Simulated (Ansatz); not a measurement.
**C$_{2}$HSi (SMILES [C]1=C=[SiH]1) (doublet): density, localisation and related maps**

```yaml
atoms:
  - { symbol: C, position_ang: [-0.1575, -0.2023, 1.2095] }
  - { symbol: C, position_ang: [0.9070, -0.6497, 0.7043] }
  - { symbol: Si, position_ang: [0.1173, 0.5868, -0.4088] }
  - { symbol: H, position_ang: [-0.8668, 0.2653, -1.5050] }
```

Geometry: PBE0-D4/def2-TZVP.

Computed with UKS PBE0-D4/def2-TZVPP in Ansatz 0.2.0.

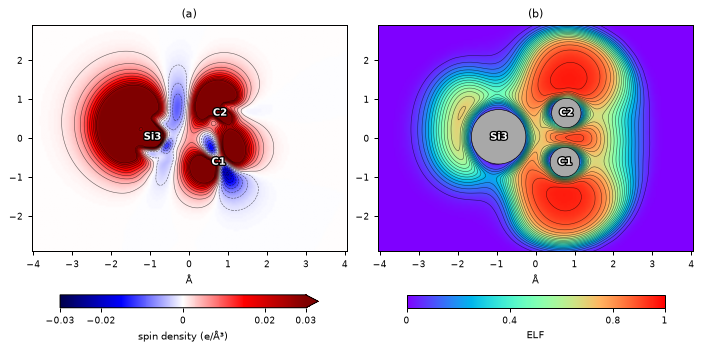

Figure 1. (a) spin density; (b) electron localisation function on the plane of atoms C1, Si3 and C2. Grey discs cover the atomic cores in the ELF map.

> Read the bonding off the picture.

- The section cuts through C and Si sites.
- C–C (1.26 Å): the ELF peaks at about 0.90 between the atoms (a short, multiple covalent bond).
- C–Si (1.82 Å): the ELF peaks at about 0.75 between the atoms.
- The ELF also peaks beside C1 and C2, away from the bonds: non-bonding electrons, paired or unpaired.
- The unpaired spin (1 electron) lies mostly on Si3 (about 0.7), C2 (about 0.1), H4 (about 0.1) and C1 (about 0.1), in electrons by Hirshfeld's partition.

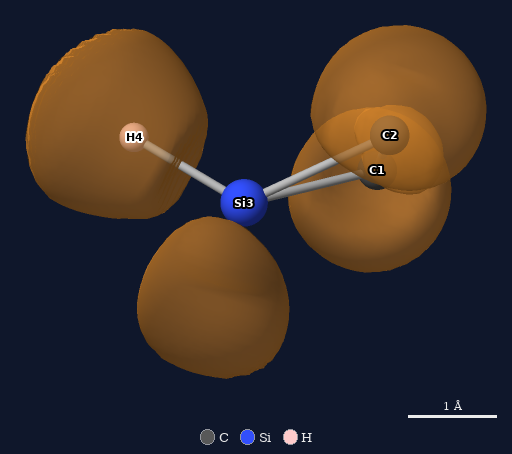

Figure 2. Isosurface of the ELF at 0.85 (orange), seen from one side. Only the valence region is drawn (cores and ρ < 0.01 e/Å³ removed).

> Describe the localisation domains.

The surface consists of one region between bonded C–C atoms (shared pairs), one region around a hydrogen nucleus, two lobes on C, pointing away from the bonds (non-bonding electrons) and one lobe on Si, pointing away from the bonds (non-bonding electrons).

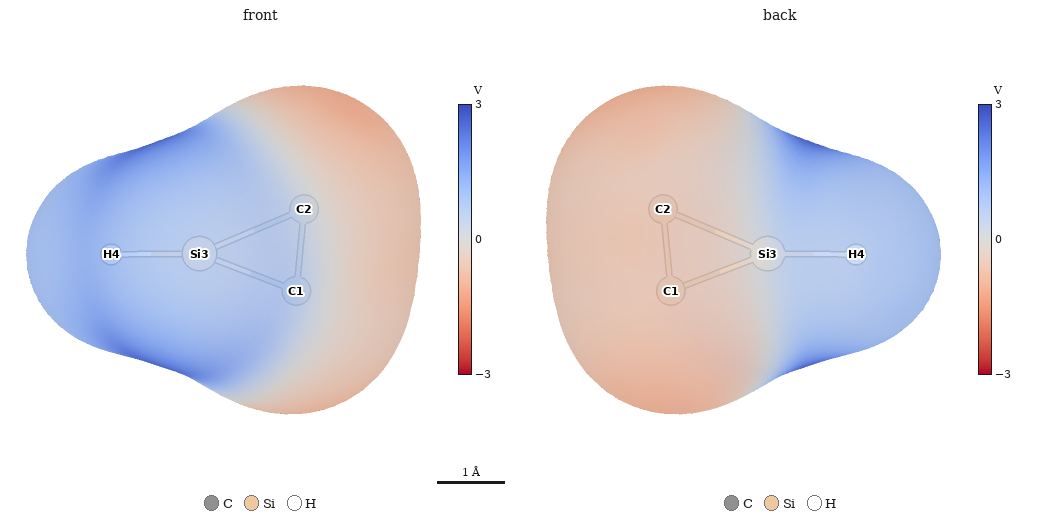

Figure 3. The electrostatic potential painted on the density surface at 0.002 e/bohr³, seen from the front and from behind; red is negative and blue positive.

> Describe the electrostatic potential map.

The most negative region (about −1.1 V) lies over C2, the most positive (about +2.6 V) over Si3.

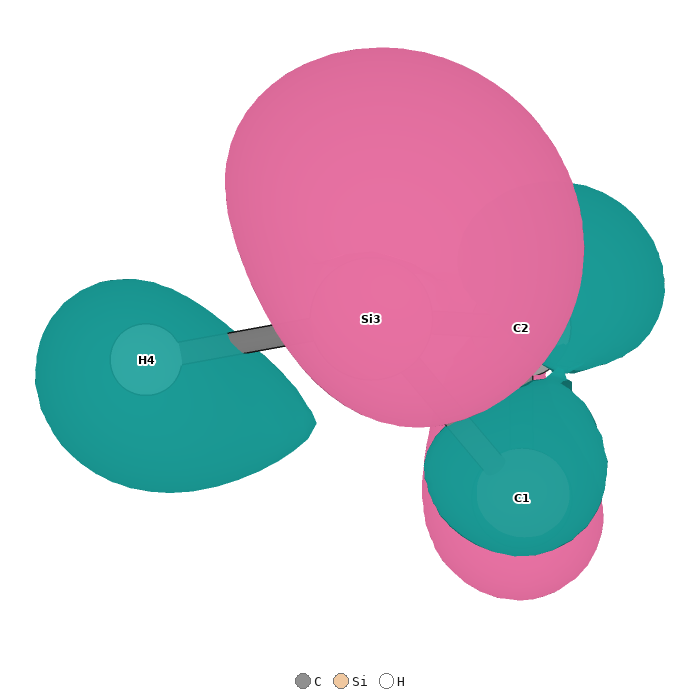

Figure 4. One frontier orbital at ±0.15 Å⁻³ᐟ² (teal and pink are the two phases), seen at a tilt.

> Which orbital is it: HOMO (β) or LUMO (β)?

The LUMO (β), at −3.57 eV. Its weight (Hirshfeld) is mainly on Si3 (about 65 %), C2 (about 15 %), H4 (about 10 %) and C1 (about 10 %).
